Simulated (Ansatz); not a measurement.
# Relaxing random rock-salt alloy of NbC and TiC (64 atoms), part 2 of 2

How does random rock-salt alloy of NbC and TiC (64 atoms) relax, and what do bonds, charges and levels look like afterwards?

Ansatz 0.2.0; Kohn-Sham DFT, LDA, PAW (set soft_2), plane waves.

The cell: 20 Ti, 32 C and 12 Nb. The host structure and its lattice constant were typed by rule, without a check against the phase diagram.

So far. Step 2 (Cell and atoms relaxed): The relaxation changed the energy by -24.4 meV/atom, and atoms moved by 0.044 Å r.m.s., 0.092 Å at most.

## (3) Structure statistics after relaxation

Density 6.28 g/cm³, 10.15 Å³ an atom.

g(r), total and by pair (bins of 0.2 Å):

| r (Å) | total | C-C | C-Ti | C-Nb | Ti-Ti | Ti-Nb | Nb-Nb |
| --- | --- | --- | --- | --- | --- | --- | --- |
| 2.10 | 4.82 | 0.00 | 10.25 | 8.55 | 0.00 | 0.00 | 0.00 |
| 2.30 | 0.36 | 0.00 | 0.16 | 1.63 | 0.00 | 0.00 | 0.00 |
| 2.50 | 0.00 | 0.00 | 0.00 | 0.00 | 0.00 | 0.00 | 0.00 |
| 2.70 | 0.00 | 0.00 | 0.00 | 0.00 | 0.00 | 0.00 | 0.00 |
| 2.90 | 0.03 | 0.11 | 0.00 | 0.00 | 0.00 | 0.00 | 0.00 |
| 3.10 | 5.14 | 10.23 | 0.00 | 0.00 | 9.71 | 11.45 | 8.35 |
| 3.30 | 0.00 | 0.00 | 0.00 | 0.00 | 0.00 | 0.00 | 0.00 |
| 3.50 | 0.00 | 0.00 | 0.00 | 0.00 | 0.00 | 0.00 | 0.00 |
| 3.70 | 2.23 | 0.00 | 4.36 | 4.62 | 0.00 | 0.00 | 0.00 |
| 3.90 | 0.07 | 0.00 | 0.22 | 0.00 | 0.00 | 0.00 | 0.00 |
| 4.10 | 0.00 | 0.00 | 0.00 | 0.00 | 0.00 | 0.00 | 0.00 |
| 4.30 | 1.29 | 2.59 | 0.00 | 0.00 | 2.42 | 2.76 | 2.30 |
| 4.50 | 0.01 | 0.00 | 0.00 | 0.00 | 0.07 | 0.00 | 0.00 |
| 4.70 | 0.24 | 0.00 | 0.69 | 0.12 | 0.00 | 0.00 | 0.00 |
| 4.90 | 3.90 | 0.00 | 7.57 | 8.14 | 0.00 | 0.00 | 0.00 |
| 5.10 | 0.00 | 0.00 | 0.00 | 0.00 | 0.00 | 0.00 | 0.00 |
| 5.30 | 3.45 | 6.89 | 0.00 | 0.00 | 7.26 | 6.28 | 7.90 |
| 5.50 | 0.00 | 0.00 | 0.00 | 0.00 | 0.00 | 0.00 | 0.00 |
| 5.70 | 0.00 | 0.00 | 0.00 | 0.00 | 0.00 | 0.00 | 0.00 |
| 5.90 | 0.00 | 0.00 | 0.00 | 0.00 | 0.00 | 0.00 | 0.00 |
| 6.10 | 1.28 | 2.56 | 0.00 | 0.00 | 2.31 | 2.99 | 1.92 |
| 6.30 | 0.01 | 0.03 | 0.00 | 0.00 | 0.03 | 0.00 | 0.00 |
| 6.50 | 2.87 | 0.00 | 5.73 | 5.75 | 0.00 | 0.00 | 0.00 |
| 6.70 | 0.03 | 0.06 | 0.00 | 0.00 | 0.00 | 0.12 | 0.00 |
| 6.90 | 2.04 | 4.08 | 0.00 | 0.00 | 3.85 | 4.48 | 3.38 |
| 7.10 | 1.54 | 0.00 | 3.11 | 3.02 | 0.00 | 0.00 | 0.00 |
| 7.30 | 0.34 | 0.00 | 0.65 | 0.73 | 0.00 | 0.00 | 0.00 |
| 7.50 | 0.57 | 1.15 | 0.00 | 0.00 | 1.10 | 1.23 | 1.02 |

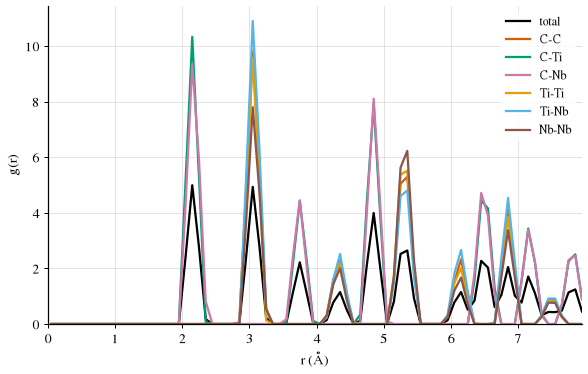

Pair distribution functions, lightly smoothed.

Bonds by pair of elements; cutoffs follow the first minimum of g(r), held within bounds set by covalent radii, and pairs that aren't listed don't count as bonded:

| pair A-B | cutoff (Å) | bonds | mean length (Å) | spread (Å) | shortest (Å) | B about A | A about B |
| --- | --- | --- | --- | --- | --- | --- | --- |
| C-Ti | 2.76 | 120 | 2.15 | 0.022 | 2.11 | 3.75 | 6 |
| C-Nb | 2.81 | 72 | 2.18 | 0.02 | 2.13 | 2.25 | 6 |

How many atoms have how many bonded neighbours:

| element | mean | 6 |
| --- | --- | --- |
| C | 6 | 32 |
| Nb | 6 | 12 |
| Ti | 6 | 20 |

Bond angles, per cent of each kind in bins of 5°:

| angle (°) | C-Ti-C | Nb-C-Ti | C-Nb-C | Ti-C-Ti | Nb-C-Nb |
| --- | --- | --- | --- | --- | --- |
| 85–90 | 40.0 | 53.2 | 42.2 | 25.6 | 67.9 |
| 90–95 | 40.0 | 27.4 | 37.8 | 54.0 | 10.7 |
| 95–100 | 0.0 | 0.0 | 0.0 | 0.0 | 0.0 |
| 100–105 | 0.0 | 0.0 | 0.0 | 0.0 | 0.0 |
| 105–110 | 0.0 | 0.0 | 0.0 | 0.0 | 0.0 |
| 110–115 | 0.0 | 0.0 | 0.0 | 0.0 | 0.0 |
| 115–120 | 0.0 | 0.0 | 0.0 | 0.0 | 0.0 |
| 120–125 | 0.0 | 0.0 | 0.0 | 0.0 | 0.0 |
| 125–130 | 0.0 | 0.0 | 0.0 | 0.0 | 0.0 |
| 130–135 | 0.0 | 0.0 | 0.0 | 0.0 | 0.0 |
| 135–140 | 0.0 | 0.0 | 0.0 | 0.0 | 0.0 |
| 140–145 | 0.0 | 0.0 | 0.0 | 0.0 | 0.0 |
| 145–150 | 0.0 | 0.0 | 0.0 | 0.0 | 0.0 |
| 150–155 | 0.0 | 0.0 | 0.0 | 0.0 | 0.0 |
| 155–160 | 0.0 | 0.0 | 0.0 | 0.0 | 0.0 |
| 160–165 | 0.0 | 0.0 | 0.0 | 0.0 | 0.0 |
| 165–170 | 0.0 | 0.0 | 0.0 | 0.0 | 0.0 |
| 170–175 | 0.0 | 0.0 | 0.0 | 0.0 | 0.0 |
| 175–180 | 20.0 | 19.4 | 20.0 | 20.5 | 21.4 |

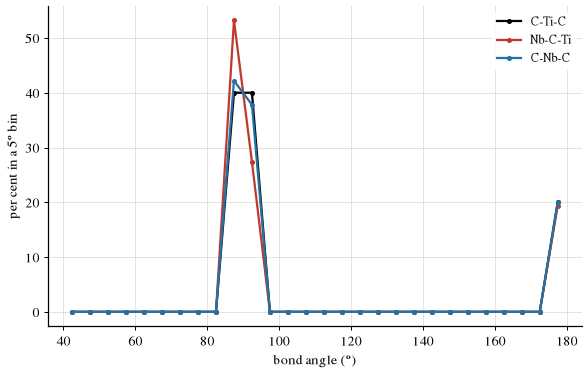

Distributions of the most common bond angles.

Bond angles (no mean is given where the spread exceeds 20°):

| angle | count | mean (°) | spread (°) |
| --- | --- | --- | --- |
| C-Ti-C | 300 | - | - |
| Nb-C-Ti | 248 | - | - |
| C-Nb-C | 180 | - | - |
| Ti-C-Ti | 176 | - | - |
| Nb-C-Nb | 56 | - | - |

With the cutoffs above, all C atoms have 6, all Nb atoms have 6 and all Ti atoms have 6 bonded neighbours.

## (4) Single point at the relaxed geometry

One more single point at the end of the walk gives the fuller output and checks the residual forces.

The input, input.yaml:

```yaml
crystal:
  lattice:
    - [8.65859, 0.00054, 0.00088]
    - [0.00054, 8.66103, -0.00072]
    - [0.00088, -0.00072, 8.65806]
  atoms:
    - { symbol: Ti, position: [0.00173, 0.99807, 0.99695] }
    - { symbol: C, position: [0.24993, 0.00306, 0.00022] }
    - { symbol: Nb, position: [0.00183, 0.2487, 0.24942] }
    - { symbol: C, position: [0.25218, 0.25207, 0.24802] }
    [... 54 atom lines left out ...]
    - { symbol: Ti, position: [0.50103, 0.75144, 0.75077] }
    - { symbol: C, position: [0.75067, 0.74734, 0.74889] }
    - { symbol: Ti, position: [0.74733, 0.50126, 0.75104] }
    - { symbol: C, position: [0.49945, 0.50321, 0.75264] }
    - { symbol: Ti, position: [0.74824, 0.75082, 0.50282] }
    - { symbol: C, position: [0.50424, 0.75395, 0.49952] }
kpoints:
  mp_grid: { grid: [2, 2, 2] }
hamiltonian:
  xc: lda
scf:
  occupations: { method: gaussian, width: 0.025 }
output:
  forces: true
  stress: true
  populations: intrinsic
  dos:
    method: { smearing: { sigma: 0.15 } }
    de: 0.1
    projected: { site_lists: { C: [C], Nb: [Nb], Ti: [Ti] } }
  eigenvalues: true
  write_density: true
  write_potential: true
  volumetric_format: npy
  elf: true
```

Launch:

```bash
ansatz run input.yaml --threads 4 --pin off --max-ram 8192MiB --backend cpu --events-out ev --progress --plain --runs-dir out
```

Numbers of over 12 decimals in the logs are rounded to 6 here.

Output:

```text
[...]
Crystal: 64 atoms, lattice volume = 649.288 Å³
Basis set: ecut = 420 eV, 12797 PW (Γ)
Bands: 326, of which v1, the nominal top of the filled ones, is band 262 counted from 1 (261 counted from 0)
Symmetry: 1 space group operations
[...]
k-points: 8
[...]
SCF iter   1: F=—  HF=-110146.556594 eV  |F-HF|=—  |Δ(HF+E_count)|=         —  Δρ=1.12e-2  dr2=1.06e0  ethr=1.77e-3  ⟨swp⟩=5.0  Hψ=9474  notcnv=0  defer=99
[...]
SCF iter   8: F=-110146.351354 eV  HF=-110146.351354 eV  |F-HF|=9.39e-9  |Δ(HF+E_count)|=   2.43e-8  Δρ=9.41e-7  dr2=1.14e-8  ethr=1.91e-11  ⟨swp⟩=13.0  Hψ=15855  notcnv=0
SCF 1 converged in 8 iterations: F = -110146.351354 eV  dr2 = 1.14e-8
[...]
SCF converged after 8 iterations
Free energy (F): -110146.351354 eV
[...]
Internal energy: -110146.343251 eV  (E = F + TS)
E sigma→0 (E₀):  -110146.347302 eV
Entropy (-TS):   -0.008103 eV (-0.127 meV/atom)
Fermi energy:    17.129039 eV
[...]
--- Forces (eV/Å), atoms counted from 1 ---
  atom   1  Ti     0.00987065     0.00312661     0.00150246
  atom   2  C      0.00078293    -0.00610920     0.00289761
  atom   3  Nb     0.00892843     0.00051316     0.00350682
  atom   4  C     -0.00082719     0.00352524    -0.00507647
  atom   5  Ti    -0.00841147    -0.00394427     0.00578394
  atom   6  C      0.00146906     0.00316104    -0.00428111
  atom   7  Ti     0.00723809    -0.01684556    -0.00452544
  atom   8  C     -0.00766810     0.00441804     0.00503764
  atom   9  Ti     0.01043694     0.00033051    -0.00680833
  atom  10  C      0.00076263    -0.00400762     0.00141839
  atom  11  Ti     0.00492080    -0.00042247    -0.00395856
  atom  12  C     -0.00173693     0.00680725     0.00293106
  atom  13  Ti    -0.00666106    -0.00502861    -0.00240629
  atom  14  C     -0.00380843     0.00208813     0.00116447
[...]
atom  63  Ti    -0.00274968     0.01381336    -0.00134718
  atom  64  C      0.00633766     0.00187633    -0.00418687
  max |Σ_I F_I| component: 2.59e-5 eV/Å
--- Stress (GPa, compression-positive) ---
        0.015884       0.000199      -0.007761
        0.000199       0.033612       0.008361
       -0.007761       0.008361      -0.047979
  P = ⅓ Tr σ = 0.0005 GPa (0.005 kbar)
--- Band table (eV; the first three rows and the last of 8) ---
[...]
--- intrinsic populations: 64 sites ---
  site symbol       q [e]
     0     Ti     11.2115
     1      C      4.7424
     2     Nb     12.3765
[...]
63      C      4.7149
  spilling = 0.000000 (of n_electrons = 524.000000)
```

The job ended after 2.7 min (4 threads of Arm Neoverse N1, shared host; peak memory 4.5 GiB).

The run gave:

```yaml
free_energy: -110146.3514 eV
free_energy_per_atom: -1721.0367 eV/atom
scf_cycles: 8
pressure: 0.0005054 GPa
r_m_s_force_component: 0.00524 eV/Å
longest_force: 0.01888 eV/Å
fermi_energy: 17.13 eV
levels_partly_filled_by_over_2_per_cent: 6
```

Intrinsic-atomic-orbital charges by element:

| element | coordination | atoms | mean charge (e) | spread | least | most |
| --- | --- | --- | --- | --- | --- | --- |
| C | all | 32 | -0.709 | 0.0212 | -0.750 | -0.661 |
| Nb | all | 12 | 0.594 | 0.0164 | 0.566 | 0.624 |
| Ti | all | 20 | 0.779 | 0.0113 | 0.758 | 0.802 |

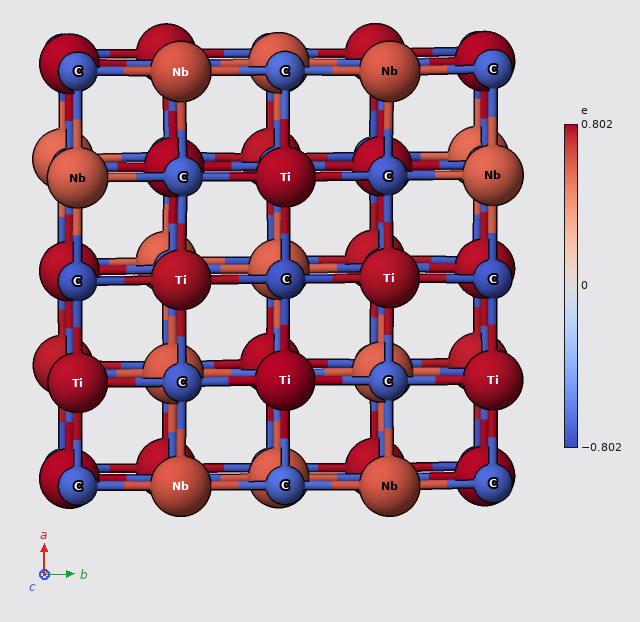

Atoms coloured by intrinsic-atomic-orbital charge. Drawn is a slice 4 Å thick, seen along the normal of the ab plane.

Charge against the make-up of the first shell:

| Ti neighbours of C | atoms | mean charge (e) |
| --- | --- | --- |
| 2 | 2 | -0.666 |
| 3 | 10 | -0.693 |
| 4 | 14 | -0.713 |
| 5 | 6 | -0.743 |

Density of states as counts of states in windows of 1 eV (from the Fermi level), total and the larger projections:

| from (eV) | to (eV) | total | C p | Ti d | Nb d | C s |
| --- | --- | --- | --- | --- | --- | --- |
| -14 | -13 | 0.2 | 0.0 | 0.0 | 0.0 | 0.1 |
| -13 | -12 | 4.5 | 0.1 | 0.0 | 0.0 | 1.7 |
| -12 | -11 | 15.7 | 0.3 | 1.0 | 2.3 | 7.8 |
| -11 | -10 | 34.0 | 0.6 | 4.1 | 4.6 | 20.6 |
| -10 | -9 | 9.6 | 0.1 | 1.0 | 0.4 | 7.1 |
| -9 | -8 | 0.0 | 0.0 | 0.0 | 0.0 | 0.0 |
| -8 | -7 | 0.8 | 0.4 | 0.1 | 0.2 | 0.0 |
| -7 | -6 | 9.7 | 4.3 | 1.4 | 2.3 | 0.4 |
| -6 | -5 | 28.1 | 13.8 | 3.9 | 6.6 | 0.7 |
| -5 | -4 | 44.2 | 23.6 | 7.0 | 10.3 | 0.8 |
| -4 | -3 | 65.4 | 31.7 | 18.9 | 12.0 | 0.8 |
| -3 | -2 | 35.7 | 17.6 | 12.9 | 3.9 | 0.4 |
| -2 | -1 | 9.9 | 5.3 | 2.7 | 1.7 | 0.0 |
| -1 | 0 | 8.7 | 3.0 | 3.1 | 2.5 | 0.0 |
| 0 | 1 | 32.1 | 8.6 | 14.7 | 7.5 | 0.5 |
| 1 | 2 | 37.3 | 4.9 | 24.0 | 7.4 | 0.4 |

About 258 of the 524 electrons lie in deeper levels, below the stored range.

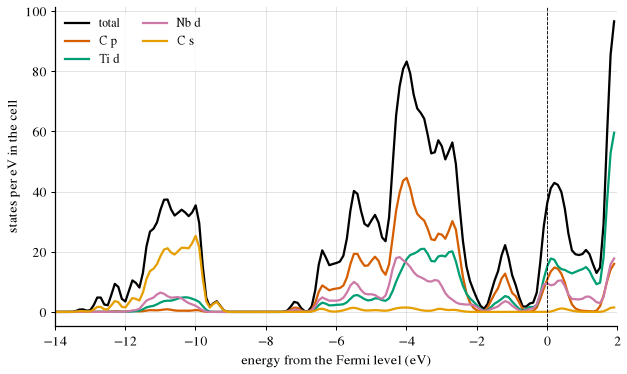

Total and projected density of states, with the broadening of the input.

The levels nearest the highest filled one (over half full), pooled over k-points and spins:

| level less the highest filled one (eV) | occupation |
| --- | --- |
| -0.0329 | 1.98 |
| -0.0327 | 1.98 |
| -0.0322 | 1.98 |
| -0.0145 | 1.78 |
| -0.0052 | 1.52 |
| 0 | 1.32 |
| 0.0101 | 0.88 |
| 0.0194 | 0.498 |
| 0.0395 | 0.069 |
| 0.0461 | 0.028 |
| 0.0637 | 0.001 |
| 0.0727 | 0 |

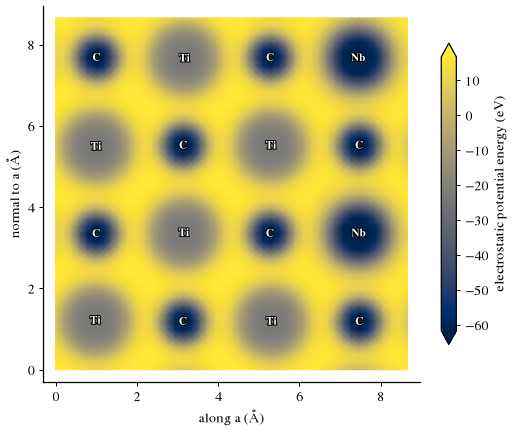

Electrostatic potential energy in the ac plane at fractional y = 0.000, with atoms of Ti and C and Nb within 0.2 Å of it. With pseudopotentials it is smooth inside the atoms' cores, unlike the true potential. The map starts off the cell's origin, so that atoms lie inside it.

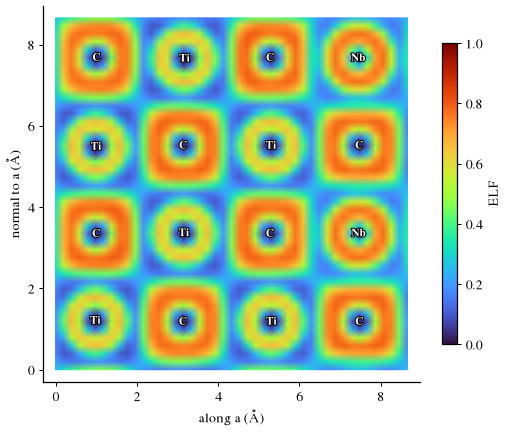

ELF in the ac plane at fractional y = 0.000, with atoms of Ti and C and Nb within 0.2 Å of it. It is the smooth field of the valence electrons, not physical close to the nuclei. The map starts off the cell's origin, so that atoms lie inside it.

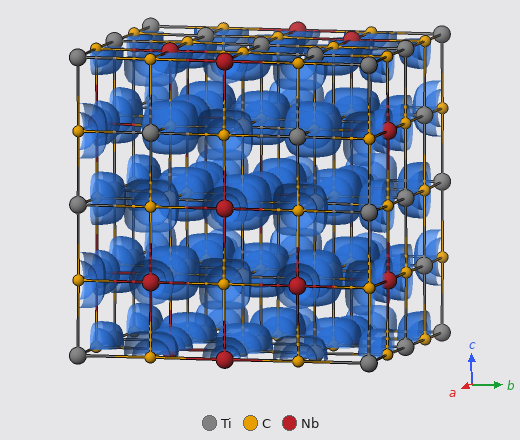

Surface of ELF = 0.73.

Mean intrinsic-atomic-orbital charges: C -0.71, Nb +0.59, Ti +0.78 e. The charge on C changes by -0.025 e for each Ti neighbour that takes the place of another kind, on average.

Local excerpt of 8 atoms (numbers count through the whole input) about C26, whose charge lies farthest from its element's mean; x, y, z are measured from there.

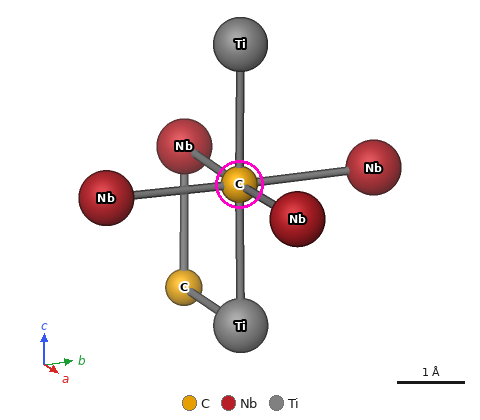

The atoms of the table, within 3.0 Å (arrows a, b, c point along x, y, z); some may hide others; the central atom is ringed.

| atom | x | y | z | distance (Å) | bonds | intrinsic-atomic-orbital charge (e) |
| --- | --- | --- | --- | --- | --- | --- |
| C26 | 0.00 | 0.00 | 0.00 | 0.00 | 6 | -0.66 |
| Nb25 | -2.17 | 0.02 | 0.03 | 2.17 | 6 | 0.60 |
| Nb15 | 0.02 | -2.18 | 0.03 | 2.18 | 6 | 0.61 |
| Nb57 | 2.18 | 0.03 | 0.01 | 2.18 | 6 | 0.59 |
| Nb31 | 0.02 | 2.19 | 0.03 | 2.19 | 6 | 0.59 |
| Ti29 | 0.03 | 0.01 | 2.19 | 2.19 | 6 | 0.78 |
| Ti21 | 0.05 | 0.00 | -2.19 | 2.19 | 6 | 0.80 |
| C22 | -2.14 | 0.00 | -2.16 | 3.04 | 6 | -0.67 |

The column of bonds counts only the pairs C-Ti within 2.76 Å, C-Nb within 2.81 Å; other neighbours, such as metal atoms beside each other in a compound, aren't counted, and periodic images can show an atom twice.

## (5) Outcome

```json
{
 "energy change in the relaxation": "-24.38 meV/atom",
 "r.m.s. displacement": "0.044 Å",
 "largest displacement": "0.092 Å",
 "free energy per atom": "-1721.0367 eV/atom",
 "density": "6.283 g/cm³",
 "pressure": "0.0005054 GPa",
 "r.m.s. force component": "0.00524 eV/Å",
 "wall time of the 2 DFT runs": "19 min"
}
```

In words: Relaxation lowers the energy by 24.4 meV/atom and moves atoms by 0.044 Å r.m.s. Displacements are taken in the final cell, so they leave out its strain. By the final cutoffs no bond was broken or made. The cell shrank by 3.5 % in volume. First to last step the energy falls by 1.560 eV, across changes of basis; the largest move, 0.09 Å, is that of C44. With the cutoffs above, all C atoms have 6, all Nb atoms have 6 and all Ti atoms have 6 bonded neighbours. 6 levels are partly filled, by over 2 % (on the run's k-points): no clear gap opens at this level.

[Logs are printed without paths, hosts, clocks, repeated set-up lines and the standing remarks that a program may print on its own settings, such as how far it seeks lower states.]

[Hosts, paths, dates, database ids (printed as entryN), source tags and the programs' standing remarks are cut or masked in the printed files.]
